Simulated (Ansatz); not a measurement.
# Si2NH6Cl (SMILES N[SiH]([SiH3])Cl) at PBE0/6-31G(d) (spherical functions)

What is the electronic atomisation energy of Si2NH6Cl at PBE0/6-31G* (spherical functions)? 

Program for the calculation: Ansatz 0.2.0.

68 further runs of the same task are left out: 2 that didn't finish, 66 set aside as unsound or not needed.

### Step 1. Starting point

The species is Si2NH6Cl (10 atoms), meant as a singlet with charge 0. As SMILES, `N[SiH]([SiH3])Cl`. The coordinates come from a PBE0-D4/def2-TZVP relaxation. This is one conformer, not always the lowest.

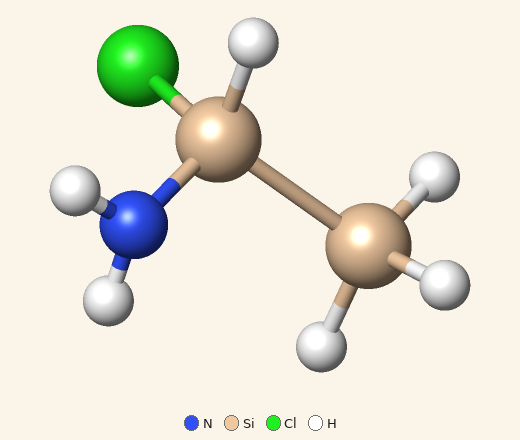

Viewed from a chosen angle; nitrogen blue, silicon light orange, chlorine green, hydrogen white.

### Step 2. The energy at PBE0/6-31G(d) (spherical functions)

The input, run.yaml:

```yaml
crystal:
  periodic: [false, false, false]
  atoms:
    - {symbol: "N", position_ang: [-0.500400, 1.640400, -0.476600]}
    - {symbol: Si, position_ang: [-0.088700, 0.024400, -0.834700]}
    - {symbol: Si, position_ang: [0.678000, -1.030800, 1.103600]}
    - {symbol: Cl, position_ang: [-1.669600, -1.135800, -1.538400]}
    - {symbol: H, position_ang: [-1.066800, 1.857300, 0.327900]}
    - {symbol: H, position_ang: [-0.657600, 2.302300, -1.220500]}
    - {symbol: H, position_ang: [0.889100, 0.060000, -1.948200]}
    - {symbol: H, position_ang: [0.872200, -2.482600, 0.855100]}
    - {symbol: H, position_ang: [-0.336100, -0.853800, 2.179500]}
    - {symbol: H, position_ang: [1.962900, -0.432600, 1.555400]}
basis:
  gaussian:
    orbitals: 6-31G_st_-spherical.json
hamiltonian:
  xc: {name: PBE0}
accuracy: high
output: {orbitals: {seedname: orbitals}}
```

The basis set 6-31G* is read from a file made from the Basis Set Exchange's data (not shown).

Launch:

```bash
$ ansatz run run.yaml --threads 1 --pin off --max-ram 3480MiB --events-out events.jsonl --progress --plain --runs-dir runs
```

The log of the run:

```text
Warning: RAYON_NUM_THREADS=1 ignored (pool sized by the plan → 1); use --threads N
Functional definition: PBE0
  name "PBE0"
  parameter a = 0.25
  parameter kappa = 0.804
  parameter beta = 0.06672455060314922
  exchange = (1 - a)*pbe_x(kappa = kappa, mu = beta*pi^2/3) + a*exact_x
  correlation = pbe_c(beta = beta)
1819 factors; integrals over basis functions are off by at most 3.5e-9 eV
mean field evaluation 1: about -29848.5995 eV, gradient 4.8e1 eV
mean field evaluation 2: about -29842.7775 eV, gradient 6.8e1 eV
mean field evaluation 4: about -29853.1560 eV, gradient 1.8e0 eV
mean field evaluation 8: about -29853.4050 eV, gradient 2.0e-1 eV
mean field evaluation 16: about -29853.4052 eV, gradient 2.2e-5 eV
mean field -29853.40515845 eV, -1097.0924042082 hartree, gradient 5.0e-8 eV, S^2 0.000000; 0 other end points of the search recorded, 0 dependent functions left out
reference -29853.40516136 eV, -1097.0924043153 hartree; 29, 29 occupied and 51, 51 virtual orbitals, 1819 factors
Total energy: -29853.40516136 eV, -1097.0924043153 hartree
```

Wall time 11 s (1 thread of Arm Neoverse V1, shared host); peak memory 0.28 GiB.

### Step 3. The Cl atom

The input, in.yaml:

```yaml
crystal:
  periodic: [false, false, false]
  atoms:
    - {symbol: Cl, position_ang: [0.000000, 0.000000, 0.000000]}
basis:
  gaussian: {orbitals: 6-31G_st_-spherical.json}
hamiltonian: {xc: {name: PBE0}}
accuracy: high
magnetization: {spin_polarized: true, initial_magnetization: 1}
```

The basis set 6-31G* is read from a file made from the Basis Set Exchange's data (not shown).

Run the same way, it converges to -459.96500 Eh (log not shown).

### Step 4. The H atom

The input, input.yaml:

```yaml
crystal:
  periodic: [false, false, false]
  atoms:
    - {symbol: H, position_ang: [0.000000, 0.000000, 0.000000]}
basis:
  gaussian:
    orbitals: "6-31G*"
total_charge: 0
magnetization:
  spin_polarized: true
  initial_magnetization: 1
hamiltonian:
  xc: pbe0
accuracy: high
```

Run the same way, it converges to -0.49911 Eh (log not shown).

### Step 5. The N atom

The input, molecule.yaml:

```yaml
crystal:
  periodic: [false, false, false]
  atoms:
    - symbol: N
      position_ang: [0.000000, 0.000000, 0.000000]
basis:
  gaussian:
    orbitals: 6-31G_st_-spherical.json
magnetization:
  spin_polarized: true
  initial_magnetization: 3
hamiltonian:
  xc: {name: PBE0}
accuracy: high
```

The basis set 6-31G* is read from a file made from the Basis Set Exchange's data (not shown).

Run the same way, it converges to -54.52448 Eh (log not shown).

### Step 6. The Si atom

The input, input.yaml:

```yaml
crystal:
  periodic: [false, false, false]
  atoms:
    - {symbol: Si, position_ang: [0.000000, 0.000000, 0.000000]}
basis:
  gaussian: {orbitals: 6-31G_st_-spherical.json}
magnetization: {spin_polarized: true, initial_magnetization: 2}
hamiltonian: {xc: pbe0}
accuracy: high
```

The basis set 6-31G* is read from a file made from the Basis Set Exchange's data (not shown).

Run the same way, it converges to -289.22845 Eh (log not shown).

### Step 7. Results

At PBE0/6-31G* (spherical functions):

| quantity | value |
| --- | --- |
| molecule: total energy | -1097.09240 Eh |
| molecule: HOMO energy | -7.79 eV |
| molecule: LUMO energy | 0.17 eV |
| molecule: HOMO–LUMO gap | 7.97 eV |
| Cl atom: total energy | -459.96500 Eh |
| Cl atom: ⟨S²⟩ | 0.752 |
| H atom: total energy | -0.49911 Eh |
| H atom: ⟨S²⟩ | 0.750 |
| N atom: total energy | -54.52448 Eh |
| N atom: ⟨S²⟩ | 3.752 |
| Si atom: total energy | -289.22845 Eh |
| Si atom: ⟨S²⟩ | 2.002 |
| electronic atomisation energy | 31.330 eV |

Taking the molecule apart into free atoms costs 31.33 eV (3023 kJ/mol), before zero-point energy and without spin-orbit coupling.
